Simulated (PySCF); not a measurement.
**NMR shielding calculation of Si₃NH₉O₂**

System: Si₃NH₉O₂.
Method: GIAO PBE0/pcSseg-1 NMR shielding, non-relativistic, gas phase (PySCF 2.14.0).

The geometry comes from this level: GFN2-xTB, MD frame at 1000 fs, 200 K. It belongs to a series of runs on one base structure; here: MD frame at 1000 fs, 200 K. Figures and captions count atoms from 1; the log counts them from 0 in places.

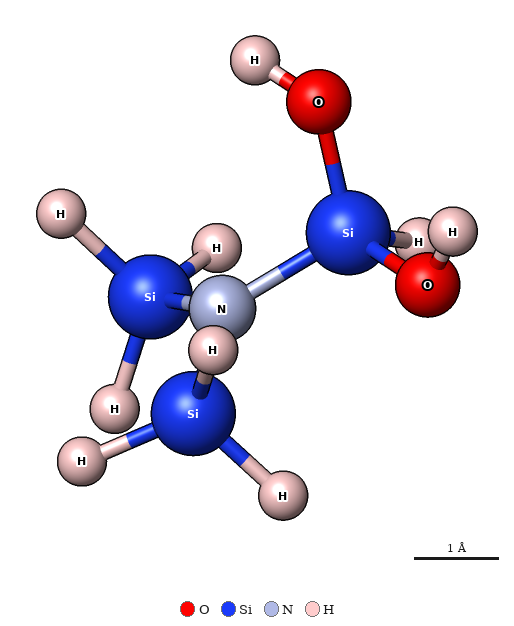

*The structure as given in the input (ball-and-stick view, seen at a tilt).*

Key numbers

- outcome: converged
- total energy: −1078.579351 hartree
- HOMO: −7.32 eV
- LUMO: −0.05 eV
- dipole moment: 1.44 D
- isotropic shielding, O: 266.3 to 284.1 ppm
- isotropic shielding, Si: 393.0 to 404.2 ppm
- isotropic shielding, N: 254.9 ppm
- isotropic shielding, H: 25.9 to 29.9 ppm
- hardware: 1 CPU thread, shared host
- wall time: 19 s
- peak memory: 0.78 GiB

Input
```
{"job": {"kind": "nmr", "xc": "PBE0", "basis": "pcSseg-1", "pop": false}, "charge": 0, "multiplicity": 1}
O      2.008500     1.061400     1.283600
Si     1.378500    -0.253600     0.574700
O      2.371900    -0.799600    -0.598800
N     -0.186200     0.112500    -0.133300
Si    -0.744700     1.779200    -0.151200
Si    -1.233900    -1.228500    -0.424600
H      2.895000     1.277100     0.999600
H      1.291500    -1.221000     1.692500
H      2.102700    -1.369900    -1.344900
H     -2.054500     1.817600    -0.831000
H     -0.820000     2.203800     1.236900
H      0.450900     2.460100    -0.741000
H     -2.583500    -0.897600     0.044500
H     -1.036700    -1.444900    -1.893300
H     -0.836700    -2.483100     0.265700
```

The first line tells a small driver script what to run in PySCF; the rest is the geometry in Å.

Run as:
```bash
OMP_NUM_THREADS=1 python <driver script> task.json out
```

Log
```
coarse grid: 13688 points
cycle   1  E = -1078.3427026339  dE =  5.279e-01  |g| = 1.023e+00  |ddm| = 3.527e+00
cycle   2  E = -1078.1282348839  dE =  2.145e-01  |g| = 1.471e+00  |ddm| = 1.843e+00
cycle   3  E = -1078.5283836831  dE = -4.001e-01  |g| = 6.089e-02  |ddm| = 1.258e+00
cycle   4  E = -1078.5291280439  dE = -7.444e-04  |g| = 1.540e-02  |ddm| = 7.653e-02
cycle   5  E = -1078.5291560141  dE = -2.797e-05  |g| = 1.068e-02  |ddm| = 2.436e-02
cycle   6  E = -1078.5291791518  dE = -2.314e-05  |g| = 1.176e-03  |ddm| = 8.611e-03
cycle   7  E = -1078.5291794355  dE = -2.837e-07  |g| = 3.719e-04  |ddm| = 1.471e-03
final grid: 117536 points
cycle   8  E = -1078.5793391510  dE = -1.554e-05  |g| = 8.324e-03  |ddm| = 1.580e-02
cycle   9  E = -1078.5793196565  dE =  1.949e-05  |g| = 1.309e-02  |ddm| = 1.452e-02
cycle  10  E = -1078.5793513041  dE = -3.165e-05  |g| = 6.161e-04  |ddm| = 9.321e-03
cycle  11  E = -1078.5793513646  dE = -6.051e-08  |g| = 2.966e-04  |ddm| = 7.041e-04
cycle  12  E = -1078.5793513813  dE = -1.668e-08  |g| = 2.779e-05  |ddm| = 2.135e-04
cycle  13  E = -1078.5793513814  dE = -1.280e-10  |g| = 8.860e-06  |ddm| = 3.882e-05
```

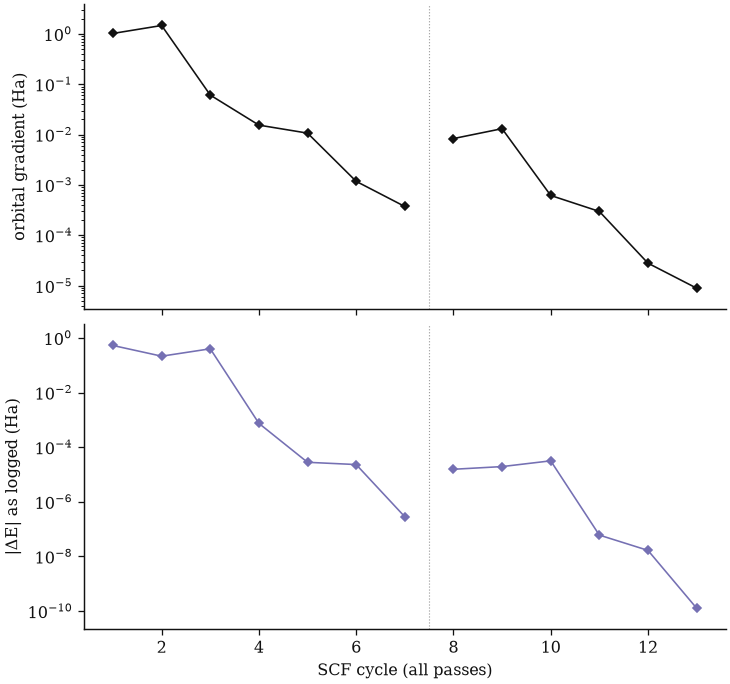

*Convergence of the self-consistent field: orbital gradient and size of the energy change against the SCF cycle. The dotted line marks the change from a coarse to the final integration grid.*

The first 7 cycles use a coarse grid, the final grid takes over at cycle 8, and the field converges after 13 cycles in all.

```
converged SCF energy = -1078.5793513814

GIAO shielding tensors (ppm)
atom      isotropic    diamagn.    paramagn.     s11        s22        s33       span
  0 O      284.083     388.195    -104.111    258.188    289.189    304.874     46.686
  1 Si     392.998     880.777    -487.779    375.727    392.692    410.574     34.847
  2 O      266.308     390.195    -123.887    247.331    253.120    298.471     51.140
  3 N      254.873     336.181     -81.309    202.921    246.539    315.159    112.238
  4 Si     400.225     880.633    -480.409    371.429    382.109    447.137     75.709
  5 Si     404.153     881.398    -477.245    361.712    380.776    469.973    108.261
  6 H       29.854      30.137      -0.283     21.714     24.666     43.182     21.468
  7 H       26.448      30.391      -3.942     22.879     24.463     32.003      9.124
  8 H       28.376      31.694      -3.318     20.782     24.063     40.284     19.502
  9 H       26.729      29.558      -2.829     23.295     25.456     31.435      8.140
 10 H       26.776      30.089      -3.313     22.934     25.139     32.256      9.323
 11 H       25.940      29.847      -3.908     21.898     24.915     31.007      9.109
 12 H       26.910      30.049      -3.139     23.190     25.198     32.342      9.153
 13 H       26.398      30.216      -3.818     22.143     24.341     32.710     10.568
 14 H       26.707      30.155      -3.448     23.740     25.502     30.878      7.139
```

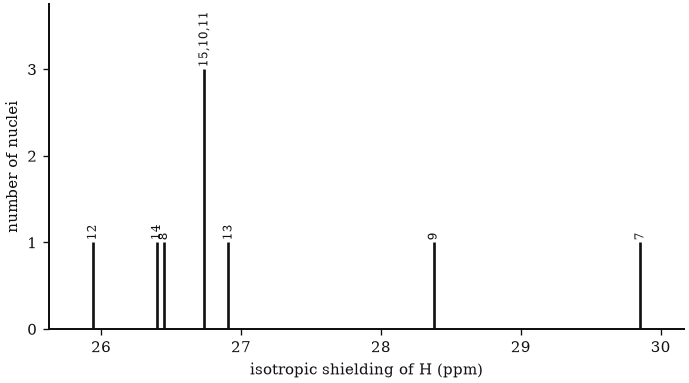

*Isotropic shieldings of the hydrogen nuclei in this fixed geometry, labelled by atom number; shielding grows to the right, so chemical shift grows to the left.*

The least shielded is H12 (25.9 ppm), the most shielded H7 (29.9 ppm).
